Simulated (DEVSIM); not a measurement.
System: isotype n-n heterojunction Si/Ge, at 250 K.

```
layer (left to right)  material  thickness (μm)  Nd (cm⁻³)  τn (s)  τp (s)
---------------------  --------  --------------  ---------  ------  ------
1                            Si           0.460     4.2e16  3.2e-7  3.2e-7
2                            Ge           0.870     7.1e17  3.2e-7  3.2e-7
```

Left contact: ohmic. Right contact: ohmic. Voltage is applied to the left contact. Recombination: SRH at mid-gap, radiative, Auger. Mobility is μmin + (μ − μmin)/(1 + (N/Nref)^α).

Constants are typed, rounded textbook-type inputs, not results; the design itself was drawn at random and stands for no fabricated device. Values at 300 K; Nc and Nv go as T^1.5, mobilities as T to minus their exponent, the gap by Varshni's rule with the affinity fixed.

```
parameter               Si        Ge
----------------  --------  --------
gap (eV)             1.124     0.664
affinity (eV)         4.05         4
permittivity          11.7        16
Nc (cm⁻³)          2.86e19   1.04e19
Nv (cm⁻³)           3.1e19      6e18
μn (cm²/Vs)           1417      3900
μp (cm²/Vs)            470      1900
μn,min                  52       150
μp,min                  45       100
Nref,n              9.7e16    2.6e17
Nref,p              2.2e17      4e17
αn                    0.68      0.56
αp                    0.72       0.6
T exponent of μn       2.3      1.66
T exponent of μp       2.2      2.33
B (cm³/s)          4.7e-15   6.4e-14
Cn (cm⁶/s)         2.8e-31     1e-31
Cp (cm⁶/s)         9.9e-32     1e-31
Varshni α (eV/K)  0.000473  0.000477
Varshni β (K)          636       235
```

Simulated with DEVSIM: 1D drift-diffusion, Boltzmann statistics, complete ionisation; no tunnelling, impact ionisation, image-force lowering or self-heating. Band offsets follow the typed affinities; no thermionic-emission limit at abrupt steps, no polarisation charge.

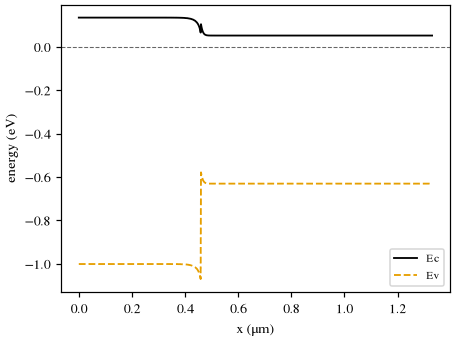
Figure. Band edges at zero bias

Energies count from the Fermi level of the right contact; mesh points crowd at the junctions.

```json
[
 {"x (μm)": "0.000", "Ec (eV)": "0.135", "Ev (eV)": "-1.002", "n (cm⁻³)": "4.2e16", "p (cm⁻³)": "< 1e2", "field (V/cm)": "≈ 0"},
 {"x (μm)": "0.005165", "Ec (eV)": "0.135", "Ev (eV)": "-1.002", "n (cm⁻³)": "4.2e16", "p (cm⁻³)": "< 1e2", "field (V/cm)": "≈ 0"},
 {"x (μm)": "0.01577", "Ec (eV)": "0.135", "Ev (eV)": "-1.002", "n (cm⁻³)": "4.2e16", "p (cm⁻³)": "< 1e2", "field (V/cm)": "≈ 0"},
 {"x (μm)": "0.03926", "Ec (eV)": "0.135", "Ev (eV)": "-1.002", "n (cm⁻³)": "4.2e16", "p (cm⁻³)": "< 1e2", "field (V/cm)": "≈ 0"},
 {"x (μm)": "0.1103", "Ec (eV)": "0.135", "Ev (eV)": "-1.002", "n (cm⁻³)": "4.2e16", "p (cm⁻³)": "< 1e2", "field (V/cm)": "≈ 0"},
 {"x (μm)": "0.2300", "Ec (eV)": "0.135", "Ev (eV)": "-1.002", "n (cm⁻³)": "4.2e16", "p (cm⁻³)": "< 1e2", "field (V/cm)": "≈ 0"},
 {"x (μm)": "0.3505", "Ec (eV)": "0.135", "Ev (eV)": "-1.002", "n (cm⁻³)": "4.2e16", "p (cm⁻³)": "< 1e2", "field (V/cm)": "-60"},
 {"x (μm)": "0.4210", "Ec (eV)": "0.129", "Ev (eV)": "-1.007", "n (cm⁻³)": "5.4e16", "p (cm⁻³)": "< 1e2", "field (V/cm)": "-3100"},
 {"x (μm)": "0.4444", "Ec (eV)": "0.113", "Ev (eV)": "-1.024", "n (cm⁻³)": "1.2e17", "p (cm⁻³)": "< 1e2", "field (V/cm)": "-15000"},
 {"x (μm)": "0.4549", "Ec (eV)": "0.087", "Ev (eV)": "-1.050", "n (cm⁻³)": "3.9e17", "p (cm⁻³)": "< 1e2", "field (V/cm)": "-41000"},
 {"x (μm)": "0.4600", "Ec (eV)": "0.104", "Ev (eV)": "-0.578", "n (cm⁻³)": "6.2e16", "p (cm⁻³)": "10000000", "field (V/cm)": "-80000"},
 {"x (μm)": "0.4679", "Ec (eV)": "0.067", "Ev (eV)": "-0.616", "n (cm⁻³)": "3.5e17", "p (cm⁻³)": "1800000", "field (V/cm)": "-26000"},
 {"x (μm)": "0.4816", "Ec (eV)": "0.053", "Ev (eV)": "-0.630", "n (cm⁻³)": "6.7e17", "p (cm⁻³)": "930000", "field (V/cm)": "-2300"},
 {"x (μm)": "0.5099", "Ec (eV)": "0.052", "Ev (eV)": "-0.631", "n (cm⁻³)": "7.1e17", "p (cm⁻³)": "880000", "field (V/cm)": "-10"},
 {"x (μm)": "0.6052", "Ec (eV)": "0.052", "Ev (eV)": "-0.631", "n (cm⁻³)": "7.1e17", "p (cm⁻³)": "880000", "field (V/cm)": "≈ 0"},
 {"x (μm)": "0.7654", "Ec (eV)": "0.052", "Ev (eV)": "-0.631", "n (cm⁻³)": "7.1e17", "p (cm⁻³)": "880000", "field (V/cm)": "≈ 0"},
 {"x (μm)": "1.029", "Ec (eV)": "0.052", "Ev (eV)": "-0.631", "n (cm⁻³)": "7.1e17", "p (cm⁻³)": "880000", "field (V/cm)": "≈ 0"},
 {"x (μm)": "1.187", "Ec (eV)": "0.052", "Ev (eV)": "-0.631", "n (cm⁻³)": "7.1e17", "p (cm⁻³)": "880000", "field (V/cm)": "≈ 0"},
 {"x (μm)": "1.279", "Ec (eV)": "0.052", "Ev (eV)": "-0.631", "n (cm⁻³)": "7.1e17", "p (cm⁻³)": "880000", "field (V/cm)": "≈ 0"},
 {"x (μm)": "1.309", "Ec (eV)": "0.052", "Ev (eV)": "-0.631", "n (cm⁻³)": "7.1e17", "p (cm⁻³)": "880000", "field (V/cm)": "≈ 0"},
 {"x (μm)": "1.322", "Ec (eV)": "0.052", "Ev (eV)": "-0.631", "n (cm⁻³)": "7.1e17", "p (cm⁻³)": "880000", "field (V/cm)": "≈ 0"},
 {"x (μm)": "1.330", "Ec (eV)": "0.052", "Ev (eV)": "-0.631", "n (cm⁻³)": "7.1e17", "p (cm⁻³)": "880000", "field (V/cm)": "≈ 0"}
]
```
